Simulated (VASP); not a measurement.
# TiAl2: structure and properties in VASP, part 6 of 6

Wanted: the relaxed cell of TiAl2 and its properties. The start is a cell from a database of measured crystal structures.

VASP 6.6.1; PBEsol; plane waves and PAW (Ti_sv, Al).

So far. Step 6 (Density of states (PBEsol)): The finer mesh and the other smearing move the Fermi level by -0.00 eV from the 7×7×7 run, a small shift, which tests the Fermi level alone. Of the states within 0.3 eV of the Fermi level, the largest shares in the PAW spheres are Ti d 53 % and Al p 5 %. The rest lies in smaller channels or between the spheres. The relaxed cell has a, b, c = 3.900, 12.050, 3.970 Å (conventional setting).

### Step 8. Vibrations at Γ (PBEsol) (continued)

Parts of OUTCAR (step 8):

```text
   k-points           NKPTS =    105   k-points in BZ     NKDIM =    105   number of bands    NBANDS=     24

   NELECT =      36.0000    total number of electrons

  Total       -0.0378670     -0.0074313     -0.0274939     -0.0000000      0.0000000      0.0000000
  in kB       -0.6503190     -0.1276241     -0.4721726     -0.0000000      0.0000000      0.0000000
  external PRESSURE =      -0.4167052 kB  Pullay stress =       0.0000000 kB

 POSITION                                       TOTAL-FORCE (eV/Angst)
 -----------------------------------------------------------------------------------
      1.95020     -1.88262      0.00000        -0.000000     -0.017858      0.000000
      3.90040     -4.14250      0.00000         0.000000      0.017858     -0.000000
      0.00000      0.00000      0.00000        -0.000000      0.000000      0.000000
      1.95020     -3.94255      1.98491        -0.000000     -0.015069      0.000000
      3.90040     -2.08257      1.98491         0.000000      0.015069      0.000000
      1.95020      0.00000      1.98491         0.000000      0.000000      0.000000
 -----------------------------------------------------------------------------------
    total drift:                               -0.000000      0.000000     -0.000000

 Eigenvectors and eigenvalues of the dynamical matrix
 ----------------------------------------------------

   1 f  =   10.760645 THz    67.611128 2PiTHz  358.936489 cm-1    44.502433 meV
             X         Y         Z           dx          dy          dz
      1.950198 -1.882619  0.000000     0.000000    0.000000   -0.287780
      3.900396 -4.142503  0.000000     0.000000    0.000000   -0.287780
      0.000000  0.000000  0.000000    -0.000000   -0.000000   -0.410626
      1.950198 -3.942549  1.984911    -0.000000    0.000000    0.208019
      3.900396 -2.082573  1.984911    -0.000000    0.000000    0.208019
      1.950198  0.000000  1.984911     0.000000   -0.000000    0.761057

   2 f  =   10.714271 THz    67.319753 2PiTHz  357.389627 cm-1    44.310646 meV
             X         Y         Z           dx          dy          dz
      1.950198 -1.882619  0.000000    -0.288513   -0.000000   -0.000000
      3.900396 -4.142503  0.000000    -0.288513   -0.000000   -0.000000
      0.000000  0.000000  0.000000     0.759882    0.000000   -0.000000
      1.950198 -3.942549  1.984911     0.209243    0.000000   -0.000000
      3.900396 -2.082573  1.984911     0.209243    0.000000    0.000000
      1.950198  0.000000  1.984911    -0.410531    0.000000    0.000000

   3 f  =   10.257804 THz    64.451686 2PiTHz  342.163527 cm-1    42.422852 meV
             X         Y         Z           dx          dy          dz
      1.950198 -1.882619  0.000000    -0.292008    0.000000    0.000000
      3.900396 -4.142503  0.000000     0.292008   -0.000000   -0.000000
      0.000000  0.000000  0.000000     0.000000   -0.000000    0.000000
      1.950198 -3.942549  1.984911    -0.643996   -0.000000    0.000000
      3.900396 -2.082573  1.984911     0.643996    0.000000   -0.000000
      1.950198  0.000000  1.984911    -0.000000   -0.000000   -0.000000

   4 f  =    9.983865 THz    62.730474 2PiTHz  333.025890 cm-1    41.289929 meV
             X         Y         Z           dx          dy          dz
      1.950198 -1.882619  0.000000     0.000000   -0.336080   -0.000000
      3.900396 -4.142503  0.000000     0.000000   -0.336080    0.000000
      0.000000  0.000000  0.000000    -0.000000    0.607406   -0.000000
      1.950198 -3.942549  1.984911    -0.000000   -0.154995   -0.000000
      3.900396 -2.082573  1.984911    -0.000000   -0.154995    0.000000
      1.950198  0.000000  1.984911     0.000000    0.597588    0.000000

   5 f  =    9.559568 THz    60.064539 2PiTHz  318.872873 cm-1    39.535180 meV
             X         Y         Z           dx          dy          dz
      1.950198 -1.882619  0.000000     0.000000    0.000000    0.523434
      3.900396 -4.142503  0.000000    -0.000000   -0.000000   -0.523434
[...]
3.900396 -4.142503  0.000000    -0.000000    0.000000    0.360382
      0.000000  0.000000  0.000000     0.000000   -0.000000   -0.330032
      1.950198 -3.942549  1.984911     0.000000   -0.000000   -0.498352
      3.900396 -2.082573  1.984911     0.000000    0.000000   -0.498352
      1.950198  0.000000  1.984911     0.000000    0.000000    0.366904

   8 f  =    8.794041 THz    55.254588 2PiTHz  293.337626 cm-1    36.369214 meV
             X         Y         Z           dx          dy          dz
      1.950198 -1.882619  0.000000    -0.000000    0.095448   -0.000000
      3.900396 -4.142503  0.000000    -0.000000    0.095448   -0.000000
      0.000000  0.000000  0.000000     0.000000   -0.663762    0.000000
      1.950198 -3.942549  1.984911     0.000000   -0.147934    0.000000
      3.900396 -2.082573  1.984911     0.000000   -0.147934    0.000000
      1.950198  0.000000  1.984911     0.000000    0.705287   -0.000000

   9 f  =    8.523497 THz    53.554713 2PiTHz  284.313266 cm-1    35.250336 meV
             X         Y         Z           dx          dy          dz
      1.950198 -1.882619  0.000000    -0.364254   -0.000000    0.000000
      3.900396 -4.142503  0.000000    -0.364254   -0.000000   -0.000000
      0.000000  0.000000  0.000000    -0.360715    0.000000   -0.000000
      1.950198 -3.942549  1.984911     0.492296    0.000000    0.000000
      3.900396 -2.082573  1.984911     0.492296    0.000000    0.000000
      1.950198  0.000000  1.984911     0.346140   -0.000000   -0.000000

  10 f  =    7.779942 THz    48.882818 2PiTHz  259.510933 cm-1    32.175241 meV
             X         Y         Z           dx          dy          dz
      1.950198 -1.882619  0.000000    -0.000000    0.378091   -0.000000
      3.900396 -4.142503  0.000000    -0.000000    0.378091    0.000000
      0.000000  0.000000  0.000000    -0.000000    0.240776    0.000000
      1.950198 -3.942549  1.984911     0.000000   -0.567102    0.000000
      3.900396 -2.082573  1.984911     0.000000   -0.567102   -0.000000
      1.950198  0.000000  1.984911     0.000000   -0.113635    0.000000

  11 f  =    7.542084 THz    47.388312 2PiTHz  251.576844 cm-1    31.191539 meV
             X         Y         Z           dx          dy          dz
      1.950198 -1.882619  0.000000     0.000000    0.662804   -0.000000
      3.900396 -4.142503  0.000000    -0.000000   -0.662804    0.000000
      0.000000  0.000000  0.000000     0.000000   -0.000000   -0.000000
      1.950198 -3.942549  1.984911    -0.000000    0.246356    0.000000
      3.900396 -2.082573  1.984911     0.000000   -0.246356   -0.000000
      1.950198  0.000000  1.984911     0.000000    0.000000   -0.000000

  12 f  =    7.369183 THz    46.301940 2PiTHz  245.809471 cm-1    30.476476 meV
             X         Y         Z           dx          dy          dz
      1.950198 -1.882619  0.000000     0.221766    0.000000    0.000000
      3.900396 -4.142503  0.000000     0.221766    0.000000   -0.000000
      0.000000  0.000000  0.000000    -0.399797    0.000000    0.000000
      1.950198 -3.942549  1.984911     0.285163   -0.000000   -0.000000
      3.900396 -2.082573  1.984911     0.285163   -0.000000   -0.000000
      1.950198  0.000000  1.984911    -0.761030    0.000000    0.000000

  13 f  =    7.157403 THz    44.971289 2PiTHz  238.745263 cm-1    29.600627 meV
             X         Y         Z           dx          dy          dz
      1.950198 -1.882619  0.000000     0.000000    0.000000    0.228670
      3.900396 -4.142503  0.000000     0.000000    0.000000    0.228670
      0.000000  0.000000  0.000000    -0.000000    0.000000   -0.768138
      1.950198 -3.942549  1.984911     0.000000    0.000000    0.275389
      3.900396 -2.082573  1.984911     0.000000    0.000000    0.275389
      1.950198  0.000000  1.984911    -0.000000    0.000000   -0.392054
    [... 43 further lines ...]
      3.900396 -2.082573  1.984911     0.364067    0.000000   -0.000000
      1.950198  0.000000  1.984911     0.363984    0.000000   -0.000000

 ELASTIC MODULI CONTR FROM IONIC RELAXATION (kBar)
 Direction    XX          YY          ZZ          XY          YZ          ZX
 --------------------------------------------------------------------------------
 XX         -30.4954    -30.4859     11.2325     -0.0000     -0.0000     -0.0000
 YY         -30.4859    -30.7330     12.4663     -0.0000     -0.0000     -0.0000
 ZZ          11.2325     12.4663    -10.1005      0.0000      0.0000      0.0000
 XY          -0.0000     -0.0000      0.0000    -38.6105     -0.0000     -0.0000
 YZ          -0.0000     -0.0000      0.0000     -0.0000     -0.7370     -0.0000
 ZX          -0.0000     -0.0000      0.0000     -0.0000     -0.0000     -0.0000
 --------------------------------------------------------------------------------

[... 6 parts as in an earlier step ...]

[... 4 further parts left out ...]
```

Energies printed during the response cycles are not total energies of the cell.

Numbers from this step:

| Item | Value |
| --- | --- |
| irreducible k-points | 105 |
| pressure of the cell | -0.04167 GPa |
| largest force of the cell | 0.01786 eV/Å |
| Fermi energy | 8.676 eV |

Modes at Γ, with each element's share of the kinetic energy:

| mode | frequency (cm⁻¹) | symmetry | Ti % | Al % |
| --- | --- | --- | --- | --- |
| 1 | -0.1 | acoustic | 47 | 53 |
| 2 | -0.1 | acoustic | 47 | 53 |
| 3 | -0.1 | acoustic | 47 | 53 |
| 4 | 220.9 | Bg | 83 | 17 |
| 5 | 234.7 | Bg | 45 | 55 |
| 6 | 238.7 | Bu | 10 | 90 |
| 7 | 245.8 | Bu | 10 | 90 |
| 8 | 251.6 | Ag | 88 | 12 |
| 9 | 259.5 | Bu | 29 | 71 |
| 10 | 284.3 | Bu | 27 | 73 |
| 11 | 293.3 | Bu | 2 | 98 |
| 12 | 308.9 | Bu | 26 | 74 |
| 13 | 312.6 | Ag | 12 | 88 |
| 14 | 318.9 | Bg | 55 | 45 |
| 15 | 333.0 | Bu | 23 | 77 |
| 16 | 342.2 | Bg | 17 | 83 |
| 17 | 357.4 | Bu | 17 | 83 |
| 18 | 358.9 | Bu | 17 | 83 |

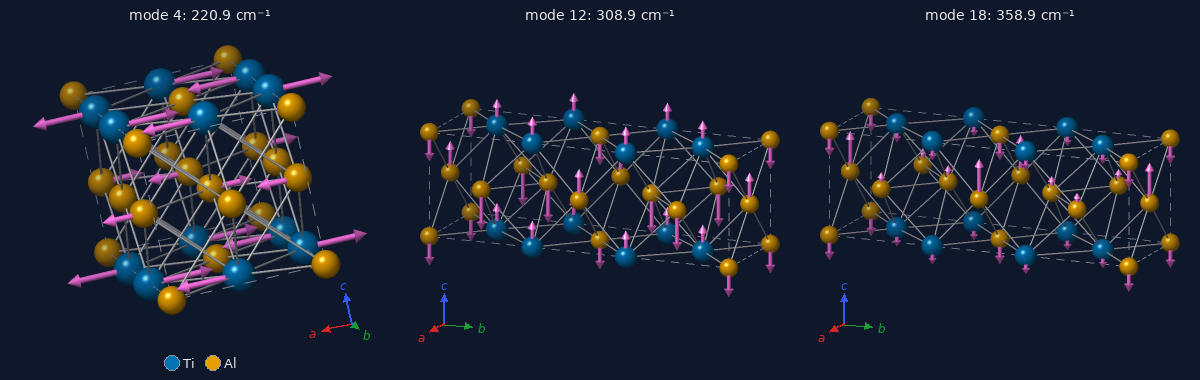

Displacement patterns of modes 4, 12 and 18 at Γ; arrows are exaggerated. Some periodic images of atoms are drawn too.

The three acoustic modes lie within 0.1 cm⁻¹ of zero, and all others are real. By the characters of their eigenvectors the optical modes sort into (cm⁻¹) Raman active: Bg 221, Bg 235, Ag 252, Ag 313, Bg 319, Bg 342; infrared active: Bu 239, Bu 246, Bu 260, Bu 284, Bu 293, Bu 309, Bu 333, Bu 357, Bu 359. B labels carry no number here, since it depends on the setting of the axes. With a centre of inversion no mode is active in both.

### Step 9. Outcome

| Item | Value |
| --- | --- |
| relaxed volume | 15.55 Å³/atom |
| relaxed conventional cell a, b, c | 3.900, 12.050, 3.970 Å |
| space group after relaxing, within 0.02 Å | Cmmm (No. 65) |
| band gap | none, a metal |
| DOS at the Fermi level | 2.24 states/eV/cell |
| largest field gradient Vzz | 27.29 V/Å² on Al6 |
| highest zone-centre mode | 359 cm⁻¹ |

What this shows: With PBEsol, TiAl2 relaxes to 15.55 Å³/atom in space group Cmmm (held by the symmetry of the run) and comes out as a metal. Against the listed cell the volume lies -3.3 % (a -1.5 %, b -0.4 %, c -1.5 %). Bands along the symmetry lines (PBEsol): Of the bands kept, 3 cross the Fermi level on this path. Vibrations at Γ (PBEsol): The highest mode in this list at Γ, 358.9 cm⁻¹, is mostly motion of Al (83 % of the kinetic energy). Modes at Γ alone can't show that the crystal is stable at other wave vectors. No search among competing phases was made, and a listed structure need not be the one stable at ambient conditions. All values are for a static lattice at zero temperature.

[Lines on the potential files, build, host, timing and source positions are cut from VASP's logs without a mark.]

[Logs are printed without paths, hosts, clocks, repeated set-up lines and the standing remarks that a program may print on its own settings, such as how far it seeks lower states.]

[Hosts, paths, dates, database ids (printed as entryN), source tags and the programs' standing remarks are cut or masked in the printed files.]

[A measured line is paired with the nearest computed mode of its activity, which favours agreement.]

[In band tables of VASP the shares of atoms and orbitals are scaled to a sum of 1 inside the atoms' spheres.]
